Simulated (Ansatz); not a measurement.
**C$_{4}$H$_{16}$N$_{4}$Zr: density, localisation and related maps**

Input file:

```
crystal:
  periodic: [false, false, false]
  atoms:
    - {symbol: C, position_ang: [-2.226464, -1.651554, 1.253178]}
    - {symbol: N, position_ang: [-1.832991, -0.463093, 0.529677]}
    - {symbol: Zr, position_ang: [0.023758, 0.357856, 0.212193]}
    - {symbol: N, position_ang: [1.354202, -0.121436, 1.698162]}
    - {symbol: C, position_ang: [1.718604, -1.484660, 2.017613]}
    - {symbol: N, position_ang: [-0.159140, 2.387072, 0.033567]}
    - {symbol: C, position_ang: [0.284697, 3.347555, -0.952722]}
    - {symbol: N, position_ang: [0.794080, -0.369082, -1.542643]}
    - {symbol: C, position_ang: [0.155975, -0.928662, -2.713584]}
    - {symbol: H, position_ang: [-2.867441, -1.431905, 2.117261]}
    - {symbol: H, position_ang: [-1.342340, -2.165310, 1.643226]}
    - {symbol: H, position_ang: [-2.759357, -2.373767, 0.620645]}
    - {symbol: H, position_ang: [-2.645935, 0.028620, 0.177398]}
    - {symbol: H, position_ang: [1.831021, 0.539931, 2.295096]}
    - {symbol: H, position_ang: [1.416477, -1.784169, 3.030120]}
    - {symbol: H, position_ang: [2.796754, -1.669655, 1.922772]}
    - {symbol: H, position_ang: [1.226687, -2.179284, 1.325501]}
    - {symbol: H, position_ang: [-0.707834, 2.843651, 0.755818]}
    - {symbol: H, position_ang: [0.848324, 2.833447, -1.734508]}
    - {symbol: H, position_ang: [0.943858, 4.114904, -0.525940]}
    - {symbol: H, position_ang: [-0.549720, 3.866130, -1.443050]}
    - {symbol: H, position_ang: [1.802515, -0.448661, -1.610224]}
    - {symbol: H, position_ang: [0.412395, -1.984422, -2.874092]}
    - {symbol: H, position_ang: [-0.930411, -0.879038, -2.603122]}
    - {symbol: H, position_ang: [0.412287, -0.384434, -3.632321]}
basis:
  gaussian: {orbitals: def2-TZVPP}
hamiltonian: {xc: pbe0, dispersion: d4}
output: {orbitals: {seedname: orbitals}}
```

Run with:

```sh
ansatz run in.yaml --threads 4 --pin off --events-out ev --progress --plain --max-ram 66560MiB --backend cuda --devices 0, --max-vram 37GiB
```

Geometry: PBE0-D4/def2-TZVP; core potentials replace the inner electrons of Zr.

These are results of Ansatz 0.2.0, RKS PBE0-D4/def2-TZVPP, not measurements.

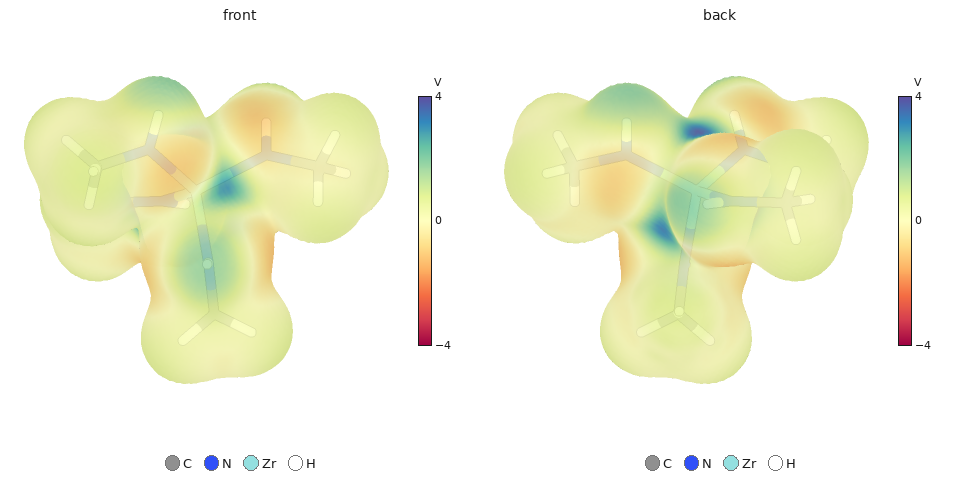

Figure 1. The electrostatic potential painted on the density surface at 0.004 e/bohr³, seen from the front and from behind; red is negative and blue positive.

**Which sites attract a positive test charge, and which a negative one?**

A positive charge is drawn to the negative regions and a negative charge to the positive ones. The most negative region (about −1.1 V) lies over N2, N4, N6 and N8, the most positive (about +3.4 V) over Zr3.

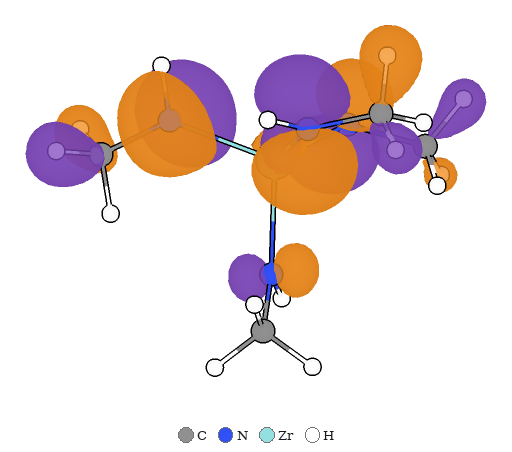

Figure 2. The HOMO−1 at ±0.1 Å⁻³ᐟ² (orange and purple are the two phases), seen at an oblique angle.

**Where does this orbital lie, and at what energy?**

It lies mainly on N2 (about 25 %), N6 (about 25 %), N4 (about 15 %) and Zr3 (about 10 %). Its energy is −6.07 eV.

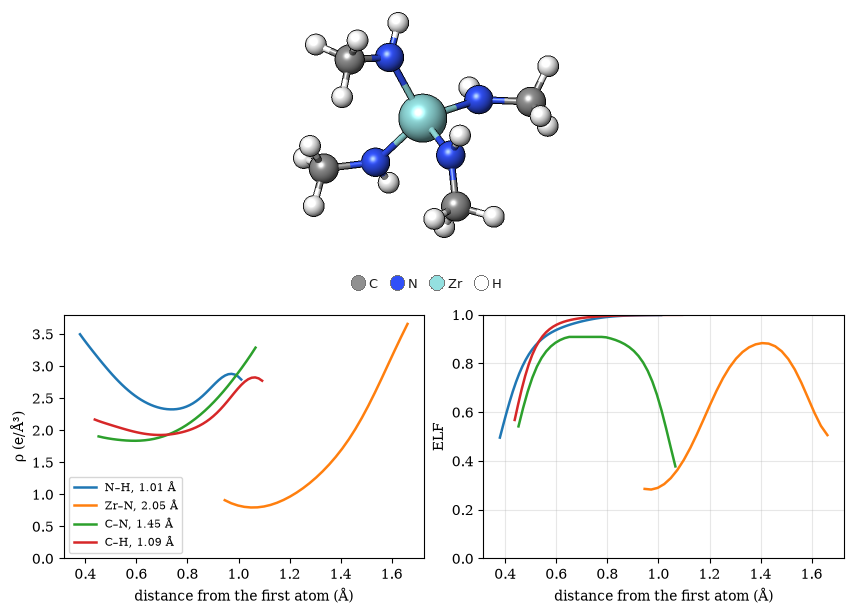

Figure 3. Electron density and electron localisation function along straight lines between neighbouring atoms. The curves leave out the atomic cores. The structure is drawn too.

**What can be read from the curves?**

N–H (1.01 Å): ρ at the midpoint is about 2.9 e/Å³; the ELF climbs to about 1 towards the hydrogen, as it does in any bond to H; an ordinary covalent bond to hydrogen.
Zr–N (2.05 Å): ρ at the midpoint is about 0.81 e/Å³; the ELF peaks at about 0.90 in the valence shell of N, 0.6 Å from its nucleus, and is about 0.30 at the midpoint.
C–N (1.45 Å): the density is about 1.9 e/Å³ at the midpoint; the ELF peaks at about 0.90 between the atoms; a shared electron pair.
C–H (1.09 Å): ρ is about 2 e/Å³ halfway; the ELF climbs to about 1 towards the hydrogen: an ordinary covalent bond to hydrogen.
